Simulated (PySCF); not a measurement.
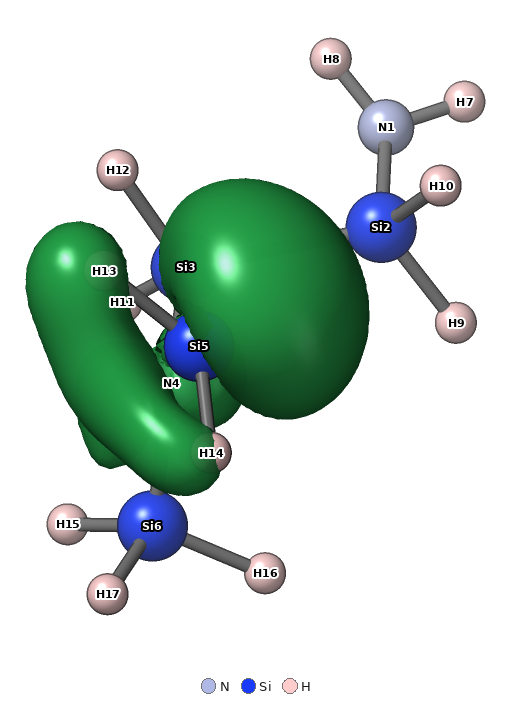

Figure 1: H$_{11}$N$_{2}$Si$_{4}$ (doublet). Isosurfaces of the spin density (α minus β) at +0.015 (green) and −0.015 e/Å³ (red), seen at an oblique angle.

Geometry: GFN2-xTB.

All numbers below come from UKS B3LYP, pcH-1 on H N Si, non-relativistic, mean-field spin-orbit, GIAO (PySCF 2.14.0, density-fitted response routines).

```
atom    x (Å)    y (Å)    z (Å)
   N   3.3460   0.1094  -0.3331
  Si   1.9115   0.3923   0.5859
  Si   0.1841  -0.0648  -0.8499
   N  -1.3303  -0.0301   0.0363
  Si  -1.8883   1.5611   0.4822
  Si  -2.0520  -1.4912   0.6297
   H   4.2410   0.1821   0.1235
   H   3.4158   0.4836  -1.2654
   H   2.0859  -0.5028   1.7387
   H   1.8511   1.7519   1.1764
   H   0.2410  -1.3709  -1.5223
   H   0.0132   0.9181  -1.9391
   H  -2.3088   2.2568  -0.7356
   H  -2.9634   1.4516   1.4660
   H  -1.9636  -2.4938  -0.4287
   H  -1.3400  -1.9399   1.8318
   H  -3.4501  -1.2013   0.9422
```

Question: Which atoms carry the spin?

Answer: The unpaired spin (1 electron) lies mostly on Si5 (about 0.7), N4 (about 0.1) and H13 (about 0.1), in electrons by Hirshfeld's partition.
